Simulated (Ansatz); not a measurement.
**Geometry relaxation of C2H9ClOSi2 (part 2 of 2)**

The same run, continued: C2H9ClOSi2; RKS PBE-D4/6-31G* (Ansatz 0.2.0). It belongs to a series of runs on one base structure; here: end point B relaxed.

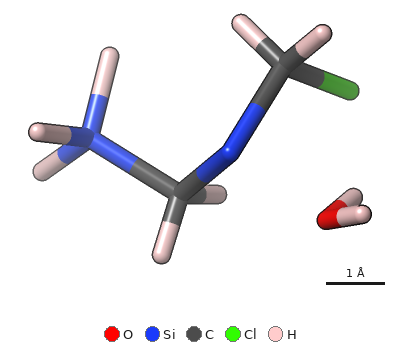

Fig. 1: The geometry at step 11 of the log (stick view, seen at a tilt).

### Trajectory as extended XYZ, continued
```
15
Properties=species:S:1:pos:R:3:forces:R:3 step=6 energy=-32524.86563
O    -1.0967   -1.5847    1.8241   -0.6882  -0.4932  -0.0032
Si   -0.9962   -0.5883   -0.0428   -0.0366  -0.1877   0.0457
C     0.9200   -0.6957   -0.1134    0.0133   0.0734   0.0409
Si    1.5120    0.3183   -1.5974    0.0025  -0.0082  -0.0196
C    -1.2533    1.1265    0.8271   -0.0087   0.2171  -0.0091
Cl   -0.3083    1.5032    2.3890   -0.1178  -0.1483  -0.1430
H    -1.7401   -2.3355    1.6685    0.4804   0.6966   0.1937
H    -1.5142   -0.9863    2.4975    0.2505  -0.1302  -0.1888
H     1.2160   -1.7466   -0.2981   -0.0130   0.0483   0.0209
H     1.4095   -0.3412    0.8147   -0.0220  -0.0140  -0.0662
H     1.2470    1.7819   -1.3782    0.0015  -0.0016  -0.0149
H     2.9784    0.1566   -1.8831    0.0055  -0.0093   0.0309
H     0.7617   -0.1017   -2.8330    0.0314   0.0386   0.0079
H    -2.3118    1.3161    1.0851    0.0981  -0.0404   0.0070
H    -0.9676    1.9142    0.1002    0.0031  -0.0409   0.0978
15
Properties=species:S:1:pos:R:3:forces:R:3 step=7 energy=-32524.92845
O    -1.0948   -1.5997    1.8027   -0.7023   0.1418   0.4360
Si   -1.0136   -0.6232   -0.0546    0.0091  -0.1867  -0.0089
C     0.9054   -0.6884   -0.1239    0.0109   0.0189  -0.0154
Si    1.5131    0.3266   -1.6001   -0.0051  -0.0134   0.0018
C    -1.2692    1.1009    0.8033   -0.0707   0.1578   0.0263
Cl   -0.3688    1.3861    2.4118   -0.1115  -0.0766  -0.0724
H    -1.8432   -2.2548    1.7346    0.4391   0.5742   0.1489
H    -1.3314   -0.9213    2.5172    0.3281  -0.5780  -0.6212
H     1.2133   -1.7360   -0.2999    0.0142   0.0056  -0.0026
H     1.3963   -0.3303    0.8006   -0.0308   0.0097  -0.0123
H     1.2496    1.7904   -1.3822    0.0036   0.0120  -0.0047
H     2.9845    0.1600   -1.8555    0.0060  -0.0015   0.0145
H     0.7835   -0.0790   -2.8511    0.0215   0.0154  -0.0024
H    -2.3288    1.3013    1.0437    0.0802  -0.0048  -0.0031
H    -0.9396    1.9041    0.1134    0.0077  -0.0745   0.1155
15
Properties=species:S:1:pos:R:3:forces:R:3 step=8 energy=-32524.99482
O    -1.0930   -1.6049    1.7718   -0.5993   0.1255   0.4210
Si   -1.0221   -0.6520   -0.0731   -0.0160  -0.1509   0.0611
C     0.8995   -0.6937   -0.1325   -0.0157   0.0311  -0.0263
Si    1.5128    0.3292   -1.6000    0.0229  -0.0019   0.0007
C    -1.2901    1.0724    0.7979   -0.0535   0.1513  -0.0412
Cl   -0.4456    1.3167    2.4416   -0.0409  -0.0812   0.0181
H    -1.9365   -2.1347    1.7908    0.5295   0.4743   0.1018
H    -1.1389   -0.8950    2.4996    0.1192  -0.4993  -0.5973
H     1.2247   -1.7367   -0.3038   -0.0010   0.0048   0.0004
H     1.3776   -0.3279    0.7947    0.0027   0.0116   0.0156
H     1.2502    1.7935   -1.3807   -0.0048   0.0034   0.0032
H     2.9872    0.1646   -1.8395    0.0046   0.0009   0.0065
H     0.7965   -0.0697   -2.8597    0.0133   0.0072  -0.0082
H    -2.3503    1.2926    1.0106    0.0417  -0.0317  -0.0221
H    -0.9157    1.8825    0.1427   -0.0026  -0.0449   0.0667
15
Properties=species:S:1:pos:R:3:forces:R:3 step=9 energy=-32525.03420
O    -1.1000   -1.6213    1.7443   -0.5706   0.1410   0.4187
Si   -1.0320   -0.6758   -0.0827   -0.0418  -0.1389  -0.0210
C     0.8916   -0.6944   -0.1349   -0.0130  -0.0051  -0.0113
Si    1.5144    0.3327   -1.5957   -0.0110   0.0008  -0.0004
C    -1.3053    1.0513    0.7900   -0.0968   0.0736  -0.0505
Cl   -0.5023    1.2473    2.4618    0.0058  -0.0067   0.0457
H    -2.0201   -1.9965    1.8613    0.7693   0.4359   0.0101
H    -0.9526   -0.8935    2.4488   -0.1526  -0.4799  -0.5070
H     1.2269   -1.7344   -0.3034    0.0097  -0.0081   0.0026
H     1.3628   -0.3257    0.7949    0.0198   0.0115   0.0213
H     1.2455    1.7956   -1.3731    0.0009   0.0042   0.0018
H     2.9908    0.1721   -1.8254    0.0042   0.0011   0.0141
H     0.8083   -0.0630   -2.8623    0.0147   0.0054  -0.0033
H    -2.3694    1.2754    0.9759    0.0503  -0.0061   0.0154
H    -0.9024    1.8668    0.1608    0.0110  -0.0287   0.0637
15
Properties=species:S:1:pos:R:3:forces:R:3 step=10 energy=-32525.06166
O    -1.0958   -1.6265    1.7236    0.0653   0.0659   0.0703
Si   -1.0603   -0.7112   -0.0980    0.0173   0.0735  -0.0455
C     0.8687   -0.7017   -0.1445   -0.0735  -0.0492   0.0010
Si    1.5045    0.3381   -1.5892    0.0366  -0.0164   0.0135
C    -1.3271    1.0309    0.7811    0.0560  -0.0070   0.0586
Cl   -0.5252    1.2018    2.4657    0.0080   0.0063   0.0487
H    -2.0215   -1.8703    1.9355   -0.0477  -0.0211   0.0054
H    -0.8399   -0.8960    2.3717   -0.0051  -0.0654  -0.0412
H     1.2143   -1.7376   -0.3198    0.0225  -0.0044  -0.0020
H     1.3429   -0.3367    0.7872   -0.0252   0.0021  -0.0023
H     1.2213    1.7996   -1.3718   -0.0135  -0.0098  -0.0044
H     2.9890    0.1852   -1.7589    0.0217   0.0219  -0.0166
H     0.8515   -0.0667   -2.8809   -0.0029   0.0120   0.0078
H    -2.3830    1.2798    0.9713   -0.0020   0.0049  -0.0200
H    -0.8830    1.8480    0.1873   -0.0575  -0.0132  -0.0733
15
Properties=species:S:1:pos:R:3:forces:R:3 step=11 energy=-32525.05378 accepted=F
O    -1.1077   -1.6166    1.7119    0.0076  -0.0717   0.0585
Si   -1.0702   -0.6876   -0.1196   -0.0803  -0.0417   0.0892
C     0.8514   -0.7237   -0.1511    0.2290   0.0067  -0.0302
Si    1.5271    0.3255   -1.5706   -0.0847   0.0835  -0.0832
C    -1.3168    1.0373    0.7827   -0.1438  -0.0261  -0.0506
Cl   -0.4862    1.2135    2.4456    0.1124   0.0891  -0.0216
H    -2.0379   -1.8243    1.9489    0.0431   0.0191  -0.0054
H    -0.7902   -0.9321    2.3787   -0.0758  -0.0037  -0.1370
H     1.2022   -1.7575   -0.3302   -0.0551  -0.0222   0.0401
H     1.3125   -0.3615    0.7878   -0.0026  -0.0281   0.0301
H     1.1760    1.7691   -1.3582    0.0296   0.0788   0.0294
H     3.0222    0.2462   -1.7473   -0.0861  -0.0512   0.0651
H     0.8817   -0.0699   -2.8669    0.0402  -0.0451  -0.0478
H    -2.3699    1.2678    1.0101   -0.0223  -0.0388  -0.0609
H    -0.9377    1.8505    0.1383    0.0887   0.0513   0.1243
15
Properties=species:S:1:pos:R:3:forces:R:3 step=12 energy=-32525.06575
O    -1.0917   -1.6207    1.7217   -0.0010  -0.0142   0.0147
Si   -1.0711   -0.7008   -0.1068    0.0017   0.0108   0.0025
C     0.8562   -0.7142   -0.1530   -0.0118  -0.0090   0.0077
Si    1.5114    0.3364   -1.5815    0.0080  -0.0047   0.0005
C    -1.3273    1.0341    0.7819    0.0257  -0.0051   0.0077
Cl   -0.4942    1.2125    2.4492    0.0103   0.0292   0.0185
H    -2.0162   -1.8609    1.9470   -0.0003   0.0025   0.0030
H    -0.8193   -0.8988    2.3684   -0.0079  -0.0148  -0.0212
H     1.1979   -1.7510   -0.3295    0.0010  -0.0038  -0.0081
H     1.3221   -0.3574    0.7862   -0.0083   0.0011  -0.0085
H     1.2045    1.7928   -1.3636   -0.0061  -0.0025   0.0013
H     3.0006    0.2076   -1.7342    0.0073   0.0066  -0.0030
H     0.8787   -0.0668   -2.8837    0.0061   0.0047   0.0026
H    -2.3821    1.2719    0.9908   -0.0090  -0.0013  -0.0016
H    -0.9131    1.8521    0.1672   -0.0156   0.0003  -0.0160
15
Properties=species:S:1:pos:R:3:forces:R:3 step=13 energy=-32525.06647
O    -1.0968   -1.6263    1.7183    0.0187   0.0127   0.0429
Si   -1.0798   -0.7026   -0.1079   -0.0020   0.0222  -0.0358
C     0.8468   -0.7183   -0.1553    0.0044  -0.0240  -0.0021
Si    1.5124    0.3382   -1.5748   -0.0089   0.0037   0.0011
C    -1.3245    1.0329    0.7794   -0.0004   0.0036  -0.0004
Cl   -0.4570    1.2275    2.4252    0.0046  -0.0042   0.0357
H    -2.0221   -1.8504    1.9558   -0.0132  -0.0031  -0.0028
H    -0.8054   -0.9112    2.3623    0.0006  -0.0019  -0.0124
H     1.1899   -1.7543   -0.3344    0.0005  -0.0027   0.0004
H     1.3066   -0.3633    0.7874    0.0073  -0.0062  -0.0087
H     1.1895    1.7911   -1.3581   -0.0012   0.0026   0.0006
H     3.0046    0.2235   -1.7115    0.0009   0.0014   0.0022
H     0.8975   -0.0668   -2.8847    0.0071   0.0004  -0.0005
H    -2.3760    1.2677    1.0083   -0.0078  -0.0039  -0.0010
H    -0.9294    1.8490    0.1500   -0.0105  -0.0005  -0.0192
15
Properties=species:S:1:pos:R:3:forces:R:3 step=14 energy=-32525.06722
O    -1.0944   -1.6199    1.7224    0.0001  -0.0151   0.0079
Si   -1.0829   -0.6988   -0.1105   -0.0080   0.0017   0.0006
C     0.8438   -0.7301   -0.1647    0.0003   0.0028   0.0113
Si    1.5159    0.3381   -1.5724    0.0009   0.0079  -0.0067
C    -1.3286    1.0341    0.7817    0.0061  -0.0004  -0.0239
Cl   -0.4519    1.2380    2.4236    0.0046  -0.0053  -0.0031
H    -2.0198   -1.8363    1.9677    0.0013   0.0023  -0.0051
H    -0.7941   -0.9041    2.3601    0.0005   0.0156   0.0049
H     1.1798   -1.7669   -0.3537   -0.0100   0.0013  -0.0004
H     1.3079   -0.3873    0.7805    0.0069  -0.0029  -0.0069
H     1.1796    1.7875   -1.3516   -0.0009  -0.0013  -0.0008
H     3.0109    0.2364   -1.6939   -0.0067  -0.0004   0.0052
H     0.9202   -0.0651   -2.8919    0.0036   0.0012   0.0054
H    -2.3809    1.2588    1.0181   -0.0005  -0.0079  -0.0008
H    -0.9491    1.8523    0.1446    0.0018   0.0005   0.0124
15
Properties=species:S:1:pos:R:3:forces:R:3 step=15 energy=-32525.06743
O    -1.0932   -1.6173    1.7259   -0.0166  -0.0170  -0.0042
Si   -1.0850   -0.7001   -0.1113    0.0059  -0.0042   0.0114
C     0.8413   -0.7343   -0.1668    0.0035  -0.0004  -0.0008
Si    1.5151    0.3399   -1.5695    0.0003   0.0022  -0.0049
C    -1.3266    1.0333    0.7788   -0.0059   0.0038  -0.0148
Cl   -0.4428    1.2383    2.4174   -0.0006   0.0040  -0.0086
H    -2.0187   -1.8332    1.9717    0.0055   0.0007  -0.0045
H    -0.7945   -0.8977    2.3601    0.0073   0.0151   0.0070
H     1.1738   -1.7711   -0.3614   -0.0030   0.0028  -0.0012
H     1.3084   -0.3974    0.7790   -0.0003  -0.0027  -0.0049
H     1.1708    1.7875   -1.3483    0.0015  -0.0018   0.0003
H     3.0111    0.2447   -1.6829   -0.0074   0.0012   0.0030
H     0.9275   -0.0636   -2.8924    0.0038   0.0008   0.0036
H    -2.3787    1.2550    1.0201    0.0035  -0.0001   0.0019
H    -0.9522    1.8526    0.1398    0.0025  -0.0045   0.0165
```

This output came from the following input.

### Input
```yaml
crystal:
  periodic: [false, false, false]
  atoms:
    - { symbol: O, position_ang: [-1.2745, -1.614, 1.5429] }
    - { symbol: Si, position_ang: [-0.8164, -0.4669, 0.3849] }
    - { symbol: C, position_ang: [0.9509, -0.7396, -0.0243] }
    - { symbol: Si, position_ang: [1.4642, 0.2546, -1.5174] }
    - { symbol: C, position_ang: [-1.2224, 1.2773, 0.8461] }
    - { symbol: Cl, position_ang: [-0.1729, 1.8292, 2.1958] }
    - { symbol: H, position_ang: [-1.2983, -2.4998, 1.2666] }
    - { symbol: H, position_ang: [-1.68929, -1.00766, 2.20652] }
    - { symbol: H, position_ang: [1.1696, -1.7883, -0.1506] }
    - { symbol: H, position_ang: [1.6167, -0.4472, 0.8582] }
    - { symbol: H, position_ang: [1.1083, 1.688, -1.28] }
    - { symbol: H, position_ang: [2.8456, 0.0924, -1.8329] }
    - { symbol: H, position_ang: [0.5475, -0.1886, -2.697] }
    - { symbol: H, position_ang: [-2.2858, 1.3793, 1.2227] }
    - { symbol: H, position_ang: [-1.0869, 1.968, 0.0386] }
basis:
  gaussian: { orbitals: "6-31G*" }
hamiltonian:
  xc: pbe
  dispersion: d4
relax:
  f_tol: 0.02
  max_steps: 50
```

Launch command:
```bash
ansatz run input.yaml --threads 2 --pin off --max-ram 3072MiB --backend cpu --events-out ev --progress --plain --runs-dir out
```

### Key numbers

| quantity | value |
| --- | --- |
| outcome | converged |
| total energy | −32525.0675 eV |
| mean-field energy | −32524.6273 eV |
| largest force (length of the vector) at the end | 0.024 eV/Å |
| hardware | 2 threads of Intel Xeon (Sapphire Rapids), 16 GiB of memory available, shared host |
| wall time | 37 s (CPU time 71 s) |
| peak memory | 0.2 GiB |
